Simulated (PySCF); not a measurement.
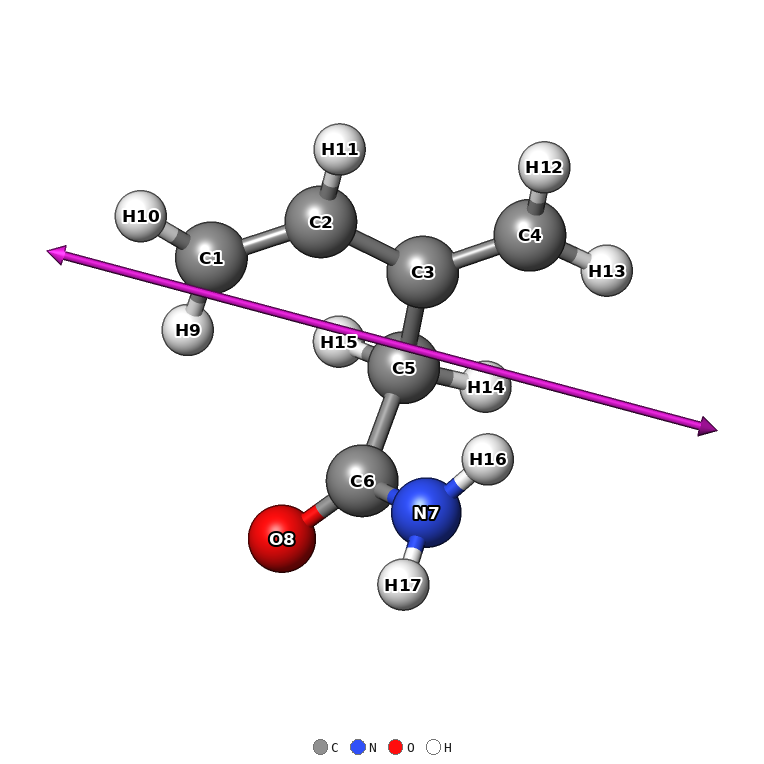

The double arrow shows the direction of the transition dipole to excited singlet state 3 (its length means nothing). The computed structure is the end point of a GFN2-xTB optimisation. No frequency run is at hand to confirm it as a minimum. Properties computed with TDDFT CAM-B3LYP/def2-SVPD, vertical, gas phase, core orbitals frozen in the response (PySCF 2.14.0).

> Where does the transition lie, and how strong is it?

6.27 eV (198 nm), oscillator strength 0.053, mainly HOMO−1 → LUMO (weight 0.89); transition dipole 1.49 D.
